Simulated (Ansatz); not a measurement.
## Molecular dynamics of CH$_{3}$Cl$_{2}$FHf (part 3 of 3)

Continued. System: CH$_{3}$Cl$_{2}$FHf. Method: RKS PBE/def2-SVP (Ansatz 0.2.0). It belongs to a series of runs on one base structure; here: dynamics from the highest image of the converged band.

Geometry of the input (Å):
```
Hf 0.3276  0.1131  -0.9693
F  1.7405  1.3960  -0.9208
C  -0.3083  -0.0668  1.1264
H  0.3985  0.4570  1.8074
Cl -1.5544  0.8913  -2.1584
Cl 1.0692  -2.0323  -1.6069
H  -1.3178  0.3747  1.2809
H  -0.3552  -1.1330  1.4408
```

### Output, continued
```
md step   199: t =    99.50 fs  T =   279.1 K  F+E_penalty+E_count = -30137.14045081 eV  E_kin = 0.216423 eV  conserved = -30136.92402830 eV  (30 SCF iters)
these checks for a lower state are left out or cut short: starts, cluster_reference, orbital_swaps, neighbouring_geometries, increment
1184 factors; their error is unknown
mean field -30137.13356377 eV, -1107.5192307856 hartree, gradient 2.2e-5 eV, S^2 0.000000; 0 other end points of the search recorded, 0 dependent functions left out
the calculation of the forces begins
reference -30137.13363972 eV, -1107.5192335767 hartree; 32, 32 occupied and 79, 79 virtual orbitals, 1184 factors
1184 factors; their error is unknown
mean field evaluation 1600: about -30137.1336 eV, gradient 9.8e-4 eV
mean field -30137.13356377 eV, -1107.5192307856 hartree, gradient 2.2e-5 eV, S^2 0.000000; 1 other end points of the search recorded, 0 dependent functions left out
the calculation of the forces begins
reference -30137.13363972 eV, -1107.5192335767 hartree; 32, 32 occupied and 79, 79 virtual orbitals, 1184 factors
md step   200: t =   100.00 fs  T =   270.3 K  F+E_penalty+E_count = -30137.13356377 eV  E_kin = 0.209653 eV  conserved = -30136.92391042 eV  (50 SCF iters)
```

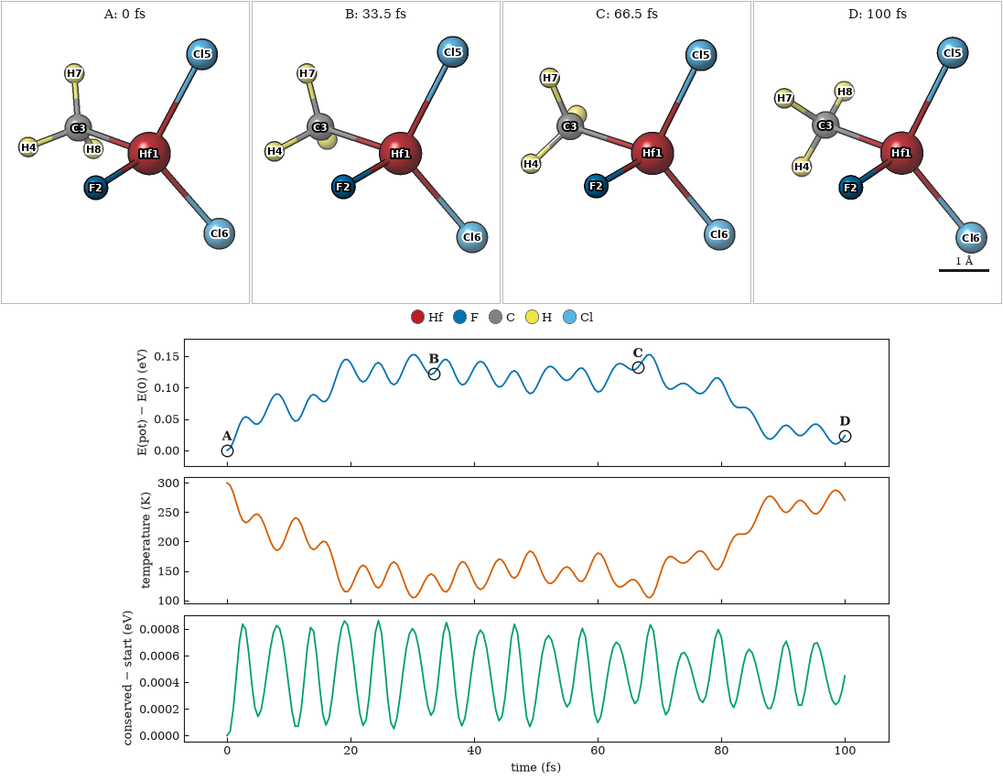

Fig. 1: Frames of the molecular dynamics (ball-and-stick, seen at a tilt) above the curves, on which the letters mark them. The trajectory kept here has 201 frames over 100 fs. The temperature starts at 300 K, ranges from 104 to 300 K and averages 189 K over the second half. The potential energy ends 0.023 eV above its first value. The conserved quantity stays within 0.00086 eV. After an unweighted best fit of the last frame on the first, the root-mean-square displacement is 0.63 Å.

```
Total energy: -30137.13363972 eV, -1107.5192335767 hartree
Atom 0 at     0.309884     0.090438    -0.960475 Å, force     0.090534     0.077752    -0.472825 eV/Å
Atom 1 at     1.711739     1.384376    -0.958359 Å, force    -0.102412    -0.115209     0.025282 eV/Å
Atom 2 at    -0.290638     0.068795     1.139732 Å, force    -0.937295     0.562004     0.318322 eV/Å
Atom 3 at     0.426022    -0.420363     1.809431 Å, force     0.438636    -0.326836     0.246904 eV/Å
Atom 4 at    -1.563243     0.950150    -2.156650 Å, force     0.270763    -0.196498     0.199035 eV/Å
Atom 5 at     1.175293    -2.033643    -1.640978 Å, force    -0.244296     0.345745     0.203931 eV/Å
Atom 6 at    -0.364383     1.141594     1.522535 Å, force    -0.078649    -0.697942    -0.361168 eV/Å
Atom 7 at    -1.293773    -0.433218     1.318766 Å, force     0.562717     0.350985    -0.159481 eV/Å
Dipole moment:    -0.100169    -0.031488     0.316838 e Å
```

### Trajectory as extended XYZ (Å, eV, eV/Å), 12 of the 201 frames kept, from step=0 to step=200
```
8
Properties=species:S:1:pos:R:3:forces:R:3 step=0 time_fs=0.0 energy=-30137.15703 temperature=300.0
Hf    0.3276    0.1131   -0.9693    0.0058   0.0202  -0.0040
F     1.7405    1.3960   -0.9208   -0.0213  -0.0166  -0.0017
C    -0.3083   -0.0668    1.1264    0.0053   0.0047   0.0082
H     0.3985    0.4570    1.8074   -0.0045  -0.0170  -0.0015
Cl   -1.5544    0.8913   -2.1584    0.0047  -0.0083   0.0035
Cl    1.0692   -2.0323   -1.6069    0.0085   0.0019   0.0005
H    -1.3178    0.3747    1.2809    0.0121   0.0073   0.0013
H    -0.3552   -1.1330    1.4408   -0.0107   0.0077  -0.0064
8
Properties=species:S:1:pos:R:3:forces:R:3 step=18 time_fs=9.0 energy=-30137.07521 temperature=195.4
Hf    0.3261    0.1116   -0.9673   -0.1887  -0.4840  -0.3839
F     1.7242    1.3886   -0.8810    0.1825   0.1700  -0.0886
C    -0.2784   -0.0097    1.1256    0.8854   0.6561   1.2208
H     0.4112    0.5466    1.8717   -0.4343  -0.6295  -0.9750
Cl   -1.5752    0.9076   -2.1712    0.3231  -0.1255   0.2151
Cl    1.0936   -2.0653   -1.6294   -0.1782   0.5309   0.1889
H    -1.2398    0.5083    1.2866   -0.4565  -0.0462  -0.1045
H    -0.3567   -1.0459    1.5176   -0.1333  -0.0719  -0.0729
8
Properties=species:S:1:pos:R:3:forces:R:3 step=36 time_fs=18.0 energy=-30137.03067 temperature=137.9
Hf    0.3237    0.1081   -0.9669   -0.2872  -0.6841  -0.4663
F     1.7146    1.3875   -0.8445    0.1932   0.1670  -0.1288
C    -0.2539    0.0565    1.1535    0.8189   0.0568   0.0506
H     0.5584    0.5818    1.7762   -1.0444  -0.4764  -0.4804
Cl   -1.5891    0.9212   -2.1794    0.5096  -0.2159   0.3527
Cl    1.1143   -2.0870   -1.6479   -0.2974   0.8267   0.3119
H    -1.2441    0.5411    1.2085   -0.0980   0.4849   0.2460
H    -0.4280   -0.9707    1.5293    0.2053  -0.1591   0.1143
8
Properties=species:S:1:pos:R:3:forces:R:3 step=55 time_fs=27.5 energy=-30137.04919 temperature=161.1
Hf    0.3199    0.1013   -0.9686   -0.0446  -0.3423  -0.3994
F     1.7119    1.3926   -0.8118   -0.0515  -0.0642  -0.2357
C    -0.2401    0.1058    1.1584    0.3582   0.3341  -0.1572
H     0.5599    0.6263    1.7485   -0.1461  -0.2750  -0.1777
Cl   -1.5919    0.9305   -2.1798    0.5684  -0.2480   0.3775
Cl    1.1291   -2.0906   -1.6600   -0.3356   0.8671   0.3599
H    -1.1475    0.7412    1.2597   -0.1516  -0.1845   0.0787
H    -0.3985   -0.9045    1.5763   -0.1973  -0.0871   0.1540
8
Properties=species:S:1:pos:R:3:forces:R:3 step=73 time_fs=36.5 energy=-30137.02675 temperature=132.7
Hf    0.3161    0.0934   -0.9720    0.1005   0.0575  -0.2453
F     1.7076    1.3951   -0.7907   -0.1974  -0.2271  -0.3097
C    -0.2269    0.1517    1.1498   -1.2500  -0.4463  -0.0620
H     0.5865    0.5837    1.7089    1.0801   0.4804   0.4934
Cl   -1.5819    0.9338   -2.1719    0.4689  -0.2238   0.2820
Cl    1.1358   -2.0749   -1.6635   -0.2807   0.6644   0.3118
H    -1.0988    0.8288    1.3606    0.1530  -0.1875  -0.2800
H    -0.4571   -0.8064    1.6656   -0.0743  -0.1176  -0.1902
8
Properties=species:S:1:pos:R:3:forces:R:3 step=91 time_fs=45.5 energy=-30137.04010 temperature=149.9
Hf    0.3127    0.0856   -0.9763    0.0454   0.3385   0.1132
F     1.6963    1.3893   -0.7823   -0.0803  -0.1363  -0.3108
C    -0.2225    0.1863    1.1622   -1.5461  -0.8052  -0.5860
H     0.6928    0.5306    1.6164    0.8049   0.4408   0.7145
Cl   -1.5619    0.9323   -2.1579    0.1837  -0.1197   0.0903
Cl    1.1364   -2.0449   -1.6603   -0.1346   0.2251   0.1960
H    -1.0714    0.9082    1.3308    0.5360  -0.0901  -0.0826
H    -0.5494   -0.7677    1.6480    0.1911   0.1469  -0.1346
8
Properties=species:S:1:pos:R:3:forces:R:3 step=109 time_fs=54.5 energy=-30137.04413 temperature=154.8
Hf    0.3096    0.0793   -0.9801    0.0672   0.5522   0.5349
F     1.6822    1.3786   -0.7870    0.1695   0.1082  -0.3076
C    -0.2311    0.1941    1.1604    0.5757  -0.1481  -0.1383
H     0.7347    0.5041    1.6532   -0.3560  -0.2950  -0.0871
Cl   -1.5381    0.9283   -2.1421   -0.2159   0.0476  -0.1643
Cl    1.1341   -2.0102   -1.6529    0.0676  -0.3413   0.0249
H    -0.9141    1.0701    1.2862   -0.1480  -0.4085   0.1065
H    -0.5875   -0.7629    1.6183   -0.1601   0.4849   0.0310
8
Properties=species:S:1:pos:R:3:forces:R:3 step=127 time_fs=63.5 energy=-30137.01873 temperature=122.6
Hf    0.3068    0.0755   -0.9817    0.1548   0.6738   0.7101
F     1.6747    1.3719   -0.8041    0.3260   0.2432  -0.2749
C    -0.2213    0.1905    1.1379    0.8031  -0.3845   1.1278
H     0.7438    0.3679    1.7561   -1.0178  -0.1890  -0.7363
Cl   -1.5189    0.9253   -2.1298   -0.5645   0.1875  -0.3831
Cl    1.1333   -1.9828   -1.6449    0.2459  -0.8014  -0.1464
H    -0.8653    1.0733    1.2994   -0.0451   0.4125  -0.0881
H    -0.7685   -0.6302    1.6557    0.0976  -0.1420  -0.2091
8
Properties=species:S:1:pos:R:3:forces:R:3 step=145 time_fs=72.5 energy=-30137.05650 temperature=170.9
Hf    0.3046    0.0745   -0.9802    0.3727   0.7727   0.7900
F     1.6796    1.3743   -0.8323    0.2204   0.1493  -0.2099
C    -0.2263    0.1702    1.1437    0.7454  -0.1918   0.2495
H     0.7146    0.2090    1.7829   -0.6735  -0.0395  -0.4242
Cl   -1.5118    0.9262   -2.1256   -0.7090   0.2366  -0.4439
Cl    1.1376   -1.9725   -1.6399    0.2873  -0.9335  -0.1975
H    -0.7465    1.1382    1.2353   -0.0484   0.4428   0.0899
H    -0.9137   -0.5736    1.5638   -0.1948  -0.4365   0.1461
8
Properties=species:S:1:pos:R:3:forces:R:3 step=164 time_fs=82.0 energy=-30137.08488 temperature=207.3
Hf    0.3041    0.0772   -0.9749    0.5913   0.6927   0.5553
F     1.6940    1.3827   -0.8711   -0.0483  -0.0871  -0.1290
C    -0.2486    0.1396    1.1528    0.6272  -0.0413  -0.7175
H     0.6369    0.0243    1.8035    0.1383  -0.1207   0.1199
Cl   -1.5206    0.9326   -2.1314   -0.5307   0.1442  -0.2961
Cl    1.1487   -1.9830   -1.6390    0.1494  -0.6273  -0.1065
H    -0.5472    1.2044    1.2084   -0.4189   0.1016   0.2897
H    -1.0251   -0.5718    1.4466   -0.5082  -0.0621   0.2842
8
Properties=species:S:1:pos:R:3:forces:R:3 step=182 time_fs=91.0 energy=-30137.11908 temperature=251.9
Hf    0.3060    0.0828   -0.9676    0.4230   0.4988  -0.0508
F     1.7063    1.3875   -0.9136   -0.1832  -0.2157  -0.0590
C    -0.2565    0.1020    1.1393   -1.5766   0.8112  -0.3360
H     0.5239   -0.2019    1.8160    0.8943  -0.2869   0.7417
Cl   -1.5406    0.9418   -2.1436   -0.1146  -0.0377  -0.0421
Cl    1.1626   -2.0069   -1.6406   -0.0531  -0.1219   0.0533
H    -0.5349    1.1795    1.3660    0.4106  -0.4253  -0.1338
H    -1.1945   -0.4343    1.4229    0.1996  -0.2226  -0.1733
8
Properties=species:S:1:pos:R:3:forces:R:3 step=200 time_fs=100.0 energy=-30137.13356 temperature=270.3
Hf    0.3099    0.0904   -0.9605    0.0905   0.0778  -0.4728
F     1.7117    1.3844   -0.9584   -0.1024  -0.1152   0.0253
C    -0.2906    0.0688    1.1397   -0.9373   0.5620   0.3183
H     0.4260   -0.4204    1.8094    0.4386  -0.3268   0.2469
Cl   -1.5632    0.9502   -2.1566    0.2708  -0.1965   0.1990
Cl    1.1753   -2.0336   -1.6410   -0.2443   0.3457   0.2039
H    -0.3644    1.1416    1.5225   -0.0786  -0.6979  -0.3612
H    -1.2938   -0.4332    1.3188    0.5627   0.3510  -0.1595
```

### Key numbers

- outcome: finished
- mean temperature over the second half: 189 K
- trajectory: 200 steps, 100 fs
- ensemble: nve
- temperature in the input: 300.0 K
- time step: 0.5 fs
- potential energy (last step): −30137.1336 eV
- mean-field energy (last step): −30137.1336 eV
- largest force (length of the vector) (last step): 1.138 eV/Å
- wall time: 5.4 min (CPU time 10 min)
- peak memory: 0.25 GiB

### Notes

So short a trajectory is not equilibrated.
